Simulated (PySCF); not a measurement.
# Pd₂Cl⁺: one geometry, several methods and rigid scans

How much do the numbers for Pd₂Cl⁺ (triplet) hang on the method? All levels run at one geometry, the PBE0 minimum. Rigid scans about the minimum follow.

The runs use PySCF 2.14.0; several methods, basis Cl def2-TZVP, Pd def2-TZVP with ECP28, scalar-relativistic core potentials, no spin–orbit coupling, density fitting.

## Step 1: The system as given

3 atoms, charge 1, spin multiplicity 3.

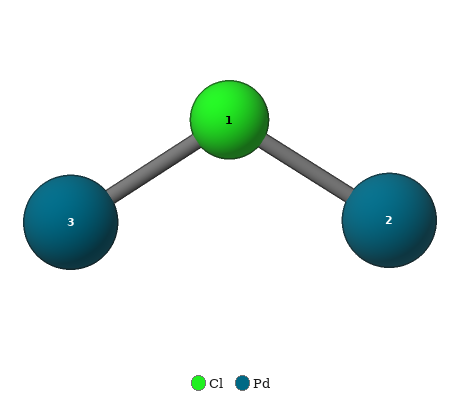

As it starts; chlorine green, palladium blue; atoms are numbered from 1 in the order of the file.

```xyz
3
charge 1 multiplicity 3
Cl    1.0555    0.1251    0.0000
Pd   -0.1742   -0.0206    1.9426
Pd   -0.1743   -0.0207   -1.9426
```

## Step 2: PBE0

The steps are one call of a driver around PySCF; scf.py gives each level's set-up. Each SCF starts from the density of the minimum. The driver also runs the species with one electron less or more at the same geometry (one less: multiplicity 4, one more: multiplicity 2); their logs are not shown.

Contents of scf.py:

```python
from pyscf import gto, scf, dft
mol = gto.M(atom='''
Cl     1.055501     0.125097    -0.000026
Pd    -0.174214    -0.020648     1.942570
Pd    -0.174308    -0.020659    -1.942562''',
    basis={'Cl': 'def2-TZVP', 'Pd': 'def2-TZVP'},
    ecp={'Pd': 'def2-TZVP'},
    charge=1, spin=2)
mf = dft.UKS(mol, xc='PBE0')
mf.grids.atom_grid = (99, 590)
aux = {'Cl': 'def2-universal-JKFIT', 'Pd': 'def2-universal-JKFIT'}
mf = mf.density_fit(auxbasis=aux)
mf.kernel()
```

## Step 3: HF

Edit scf.py of step 2 so:

```diff
@@ -9,2 +9 @@
-mf = dft.UKS(mol, xc='PBE0')
-mf.grids.atom_grid = (99, 590)
+mf = scf.UHF(mol)
```

## Step 4: MP2

Edit scf.py of step 3 so:

```diff
@@ -12,0 +13,2 @@
+from pyscf.mp import dfump2
+dfump2.DFUMP2(mf, frozen=5).kernel()  # the driver gives MP2 a fitting basis of its own (RI)
```

## Step 5: PBE

Edit scf.py of step 4 so:

```diff
@@ -9 +9,2 @@
-mf = scf.UHF(mol)
+mf = dft.UKS(mol, xc='PBE')
+mf.grids.atom_grid = (99, 590)
@@ -13,2 +13,0 @@
-from pyscf.mp import dfump2
-dfump2.DFUMP2(mf, frozen=5).kernel()  # the driver gives MP2 a fitting basis of its own (RI)
```

## Step 6: r2SCAN

Edit scf.py of step 5 so:

```diff
@@ -9 +9 @@
-mf = dft.UKS(mol, xc='PBE')
+mf = dft.UKS(mol, xc='R2SCAN')
```

## Step 7: B3LYP

Edit scf.py of step 6 so:

```diff
@@ -9 +9 @@
-mf = dft.UKS(mol, xc='R2SCAN')
+mf = dft.UKS(mol, xc='B3LYP')
```

## Step 8: TPSSh

Edit scf.py of step 7 so:

```diff
@@ -9 +9 @@
-mf = dft.UKS(mol, xc='B3LYP')
+mf = dft.UKS(mol, xc='TPSSH')
```

## Step 9: TPSS

Edit scf.py of step 8 so:

```diff
@@ -9 +9 @@
-mf = dft.UKS(mol, xc='TPSSH')
+mf = dft.UKS(mol, xc='TPSS')
```

## Step 10: BP86

Edit scf.py of step 9 so:

```diff
@@ -9 +9 @@
-mf = dft.UKS(mol, xc='TPSS')
+mf = dft.UKS(mol, xc='B88,P86')
```

## Step 12: Breathing scan

A rigid scan with PBE0: all bonds to the central atom are scaled together. Each point starts from its neighbour's orbitals, and energies count from the minimum. Dipoles of the ion refer to the centre of mass.

(Steps that only read results are left out.)

Before running it: what results should come out? Wanted: vertical ionisation energy, range; vertical electron affinity, range; orbital gap, range; all bonds 4 % longer.

The runs gave:

| quantity | value |
| --- | --- |
| vertical ionisation energy, range | 14.12 (HF) to 15.27 (MP2) eV |
| vertical electron affinity, range | 4.35 (HF) to 7.78 (BP86) eV |
| orbital gap, range | 0.32 (PBE) to 11.40 (HF) eV |
| all bonds 4 % longer | 6.1 kJ/mol |

The vertical ionisation energy spreads over 1.14 eV, from HF to MP2; without a CCSD(T) value for it there is no yardstick here. Spin contamination is strong in at least one of the open-shell species at HF, MP2. The well is lopsided, 8.1 kJ/mol for 4 % shorter bonds against 6.1 for 4 % longer ones. Other spin states or occupations of the open shell can lie lower.
